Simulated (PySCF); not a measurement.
# BCl₄⁻: structure of the singlet

Where does singlet BCl₄⁻ go from a tetrahedral start, is the end point a minimum, and what are its modes, charges and moments?

Program: PySCF 2.14.0. Level of theory: PBE0, basis B def2-SVPD, Cl def2-SVPD, no relativity, density fitting. These are calculated values, not measurements.

### Step 1. The starting structure

5 atoms, charge -1, spin multiplicity 1.

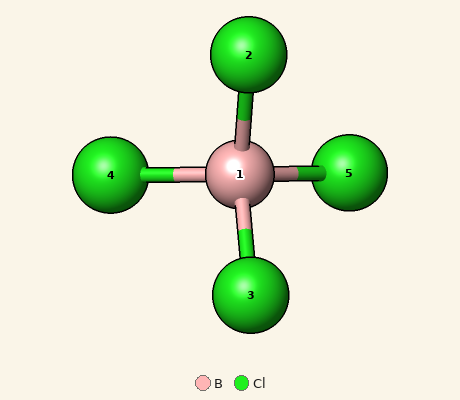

The starting geometry (boron pink, chlorine green); atoms are numbered from 1 in the order of the file.

```xyz
5
charge -1 multiplicity 1
B     0.0000    0.0000    0.0000
Cl    1.5024    0.0000    1.0622
Cl   -1.5024    0.0000    1.0622
Cl    0.0000    1.5024   -1.0622
Cl    0.0000   -1.5024   -1.0622
```

### Step 2. First SCF at the start

One driver script runs all steps and calls PySCF; scf.py shows how it sets up the SCF of each step. The optimiser is the driver's own. After this first run the driver tries any further starts and a stability analysis.

Contents of scf.py:

```python
from pyscf import gto, scf, dft
mol = gto.M(atom='''
B      0.000000     0.000000     0.000000
Cl     1.502400     0.000000     1.062200
Cl    -1.502400     0.000000     1.062200
Cl     0.000000     1.502400    -1.062200
Cl    -0.000000    -1.502400    -1.062200''',
    basis={'B': 'def2-SVPD', 'Cl': 'def2-SVPD'},
    charge=-1, spin=0)
mf = dft.RKS(mol, xc='PBE0')
mf.grids.atom_grid = (50, 194)
aux = {'B': 'def2-universal-JKFIT', 'Cl': 'def2-universal-JKFIT'}
mf = mf.density_fit(auxbasis=aux)
mf.conv_tol = 1e-08
mf.diis_space = 10
mf.max_cycle = 60
mf.init_guess = 'minao'
mf.verbose = 4
mf.kernel()
```

Started as:

```console
$ OMP_NUM_THREADS=2 python axn.py task.json out
```

The program printed:

```text
init E= -1864.98424609049
  HOMO = -0.350502535459942  LUMO = -0.00680320094214482  gap/eV = 9.35254
cycle= 1 E= -1864.67317919597  delta_E= 0.311  |g|= 0.348  |ddm|= 2.85
  HOMO = -0.0973557478321526  LUMO = 0.144096032680239  gap/eV = 6.57024
cycle= 2 E= -1864.68387743963  delta_E= -0.0107  |g|= 0.342  |ddm|= 0.979
  HOMO = -0.128671827707332  LUMO = 0.13889816822316  gap/eV = 7.28095
cycle= 3 E= -1864.71151254702  delta_E= -0.0276  |g|= 0.0676  |ddm|= 0.46
  HOMO = -0.137373844655805  LUMO = 0.136913441732768  gap/eV = 7.46374
cycle= 4 E= -1864.71278013153  delta_E= -0.00127  |g|= 0.0153  |ddm|= 0.0868
  HOMO = -0.13786595858241  LUMO = 0.136332468700593  gap/eV = 7.46132
cycle= 5 E= -1864.71284600369  delta_E= -6.59e-05  |g|= 0.000297  |ddm|= 0.0167
  HOMO = -0.137920444262834  LUMO = 0.136270449434366  gap/eV = 7.46111
cycle= 6 E= -1864.71284607023  delta_E= -6.65e-08  |g|= 4.48e-05  |ddm|= 0.00159
  HOMO = -0.137924610912381  LUMO = 0.136269970322564  gap/eV = 7.46121
cycle= 7 E= -1864.71284607093  delta_E= -7.02e-10  |g|= 9.23e-06  |ddm|= 0.000149
  HOMO = -0.137922332774594  LUMO = 0.136270891961039  gap/eV = 7.46118
Extra cycle  E= -1864.71284607095  delta_E= -1.86e-11  |g|= 5.84e-06  |ddm|= 2.44e-05
converged SCF energy = -1864.71284607095
```

This step, with its further starts and checks, needed 7.7 s of wall time on 2 threads of Arm Neoverse V1, shared host.

No lower closed-shell solution turned up in the test of internal stability.

### Step 3. Tetrahedral start, singlet: relaxation

The program finds Td symmetry in the start, which this walk keeps. Threshold on the gradient: 0.0003 Eh/bohr, with a further test on the energy change.

Edit scf.py of step 2 so:

```diff
@@ -3,5 +3,5 @@
-B      0.000000     0.000000     0.000000
-Cl     1.502400     0.000000     1.062200
-Cl    -1.502400     0.000000     1.062200
-Cl     0.000000     1.502400    -1.062200
-Cl    -0.000000    -1.502400    -1.062200''',
+B     -0.000000    -0.000000    -0.000000
+Cl     1.502326    -0.000049     1.062305
+Cl    -1.502326    -0.000000     1.062305
+Cl     0.000025     1.502351    -1.062270
+Cl    -0.000025    -1.502301    -1.062340''',
@@ -17 +16,0 @@
-mf.init_guess = 'minao'
```

Energy and gradient, step by step:

| step | energy (Eh) | change (kJ/mol) | largest symmetric gradient (Eh/bohr) |
| --- | --- | --- | --- |
| 0 | -1864.712846 | 0.00 | 0.00983 |
| 1 | -1864.713934 | -2.86 | 0.00320 |
| 2 | -1864.714071 | -3.22 | 0.00020 |
| 3 | -1864.714072 | -3.22 | 0.00000 |

The walk took 10 s.

End point (Td, 3 steps, 3.2 kJ/mol gained): B–Cl 1.867 Å (×4); Cl–B–Cl 109.5° (×6).

### Step 4. Is it a minimum? Harmonic modes

On the finer grid the gradient is checked again; gradients at displacements of ±0.02 bohr then give force constants and infrared intensities.

Edit scf.py of step 3 so:

```diff
@@ -3,5 +3,5 @@
-B     -0.000000    -0.000000    -0.000000
-Cl     1.502326    -0.000049     1.062305
-Cl    -1.502326    -0.000000     1.062305
-Cl     0.000025     1.502351    -1.062270
-Cl    -0.000025    -1.502301    -1.062340''',
+B      0.000000    -0.000000    -0.000000
+Cl     1.524806    -0.000050     1.078201
+Cl    -1.524806    -0.000000     1.078201
+Cl     0.000025     1.524831    -1.078165
+Cl    -0.000025    -1.524781    -1.078236''',
@@ -11 +11 @@
-mf.grids.atom_grid = (50, 194)
+mf.grids.atom_grid = (75, 302)
@@ -14 +14 @@
-mf.conv_tol = 1e-08
+mf.conv_tol = 1e-10
```

The driver hands on the density of the step before, so the log starts near convergence.

Log of the central SCF (cycles and frontier levels):

```text
init E= -1864.71401200017
  HOMO = -0.140916451163961  LUMO = 0.135326216493513  gap/eV = 7.51695
cycle= 1 E= -1864.71401200017  delta_E=    0  |g|= 1.88e-06  |ddm|= 3.43e-06
  HOMO = -0.140916408268561  LUMO = 0.135326235054364  gap/eV = 7.51695
Extra cycle  E= -1864.71401200017  delta_E= 9.09e-13  |g|= 2.9e-06  |ddm|= 5.06e-06
converged SCF energy = -1864.71401200017
```

The whole step took 27 s.

Geometry: Td; B–Cl 1.867 Å (×4); Cl–B–Cl 109.5° (×6).

Harmonic modes (main isotopes):

| symmetry | ω (cm⁻¹) | IR (km/mol) | μ (u) |
| --- | --- | --- | --- |
| e | 182 | 0.0 | 34.97 |
| t2 | 269 | 1.2 | 31.73 |
| a1 | 404 | 0.0 | 34.97 |
| t2 | 698 | 766 | 11.99 |

All wavenumbers are real: a minimum.

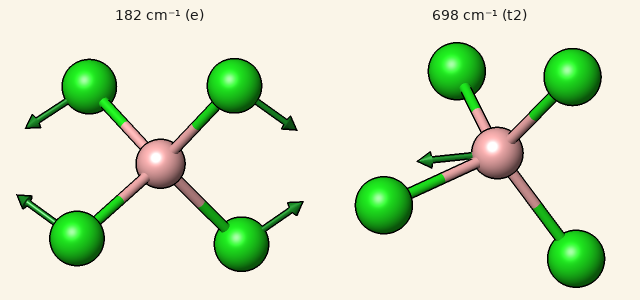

How the atoms move in 2 of the modes.

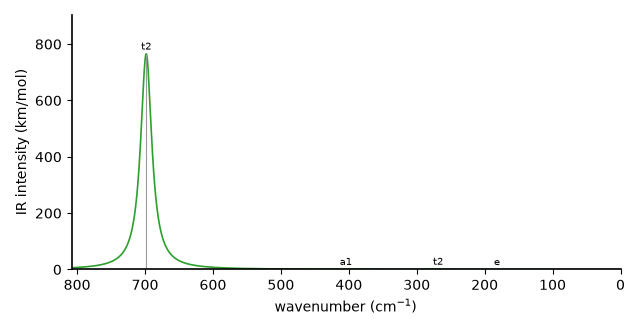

The harmonic infrared spectrum (widths in cm⁻¹). Lines are broadened to a width of 20 cm⁻¹ (Lorentzian).

Properties at this point:

* Dipole moment about the centre of mass: 0.00 D
* Highest occupied level: -3.83 eV
* Lowest empty level: 3.68 eV
* Rotational constants: 0.05184, 0.05184, 0.05184 cm⁻¹
* Zero-point energy: 21.9 kJ/mol
* Principal polarisabilities: 81.1, 81.1, 81.1 bohr³
* Principal traceless quadrupole moments about the centre of mass: 0.00, 0.00, 0.00 D Å
* Entropy at 298.15 K and 1 bar: 318.7 J/(mol K)
* Heat capacity Cp at 298.15 K: 87.1 J/(mol K)
* Enthalpy at 298.15 K above 0 K: 18.34 kJ/mol
* Rotational symmetry number: 12

Populations by atom (charges in e):

```csv
atom,Mulliken,Löwdin,polar tensor,Mayer order to B1
B1,1.38,-1.28,1.51,–
"Cl2,3,4,5",-0.60,0.07,-0.63,0.62
```

Outer orbital energies (eV). occupied: -5.17, -5.17, -4.55, -4.55, -4.55, -3.83, -3.83, -3.83; empty: 3.68, 4.59, 4.59, 4.59.

Mulliken populations on B1: s 2.26, p 1.41, d -0.06.

### Step 5. Fields at the lowest minimum

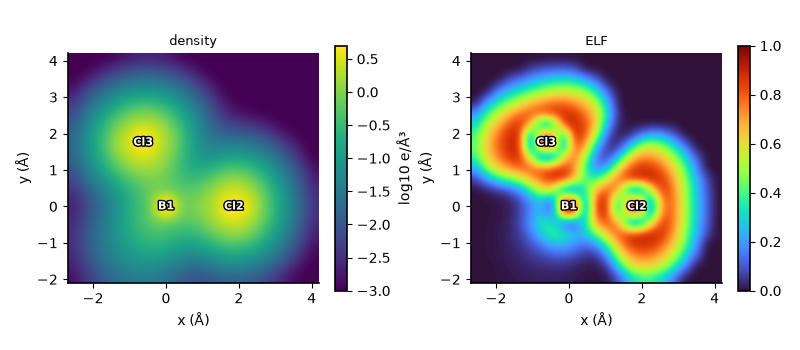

The plane holds B1 at (0.00, 0.00), Cl2 at (1.87, 0.00), Cl3 at (-0.62, 1.76) Å. ELF is set to 0 where the density is under 0.005 e/Å³; an orbital's overall sign is arbitrary.

The fields below are evaluated on a grid from the run's orbitals.

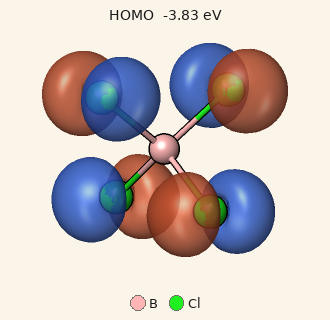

PBE0 orbitals near the gap, drawn at the value that encloses 70 % of each; the two colours are the two signs.

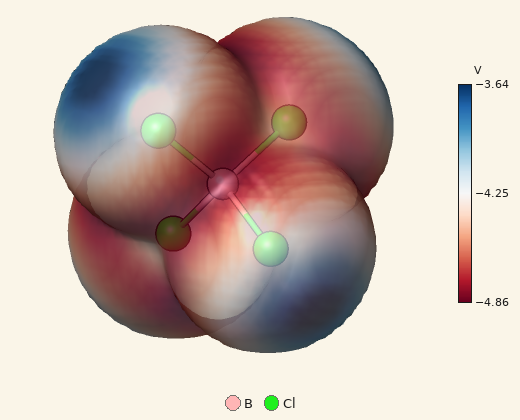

The potential that a unit positive charge feels on the 0.002 e/bohr³ surface, from the 1st to the 99th percentile, from -4.86 to -3.64 V.

Along B1–Cl2 (1.867 Å) the density is least, 0.80 e/Å³, about 0.56 Å from B1; ELF there is 0.44.

Making the fields took 2.4 s.

### Step 6. What came out

```
                            quantity                                   value
                             minimum                             singlet, Td
                            geometry  B–Cl 1.867 Å (×4); Cl–B–Cl 109.5° (×6)
                  wavenumbers (cm⁻¹)   182 (e), 269 (t2), 404 (a1), 698 (t2)
      dipole moment (centre of mass)                                  0.00 D
highest occupied, lowest empty level                          -3.83, 3.68 eV
           polar-tensor charge of B1                                 +1.51 e
                   zero-point energy                             21.9 kJ/mol
                 entropy at 298.15 K                         318.7 J/(mol K)
```

What this shows: The tetrahedral start keeps its Td symmetry and ends in a minimum. The strongest infrared band lies at 698 cm⁻¹ (t2). Other starts or spin states, not run here, may lie lower.

The search up to here needed 45 s of wall time on 2 threads of Arm Neoverse V1, shared host.
